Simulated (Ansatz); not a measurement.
```
atom    x (Å)    y (Å)    z (Å)
   F  -0.3502   0.1706  -1.6960
   N   1.4424  -1.1431  -0.3466
  Si  -0.1797  -0.5740  -0.2418
  Si   2.9079  -1.7368  -0.2710
```

Geometry: B3LYP-D3(BJ)/6-311G**.

Computed with isolated molecule in a Gaussian basis; Kohn-Sham density functional theory, functional PBE0 (Ansatz 0.2.0).

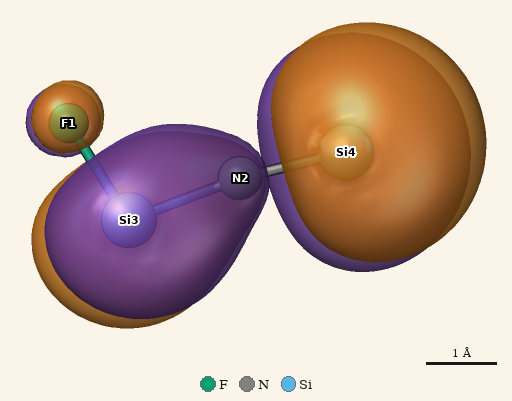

FNSi₂. One frontier orbital at ±0.06 Å⁻³ᐟ² (orange and purple are the two phases), seen across its widest extent.

Which orbital is it: HOMO or LUMO?

The LUMO, at −2.62 eV. It lies mainly on Si4 (about 60 %), Si3 (about 30 %) and N2 (about 10 %); it changes sign across the molecular plane (π type).
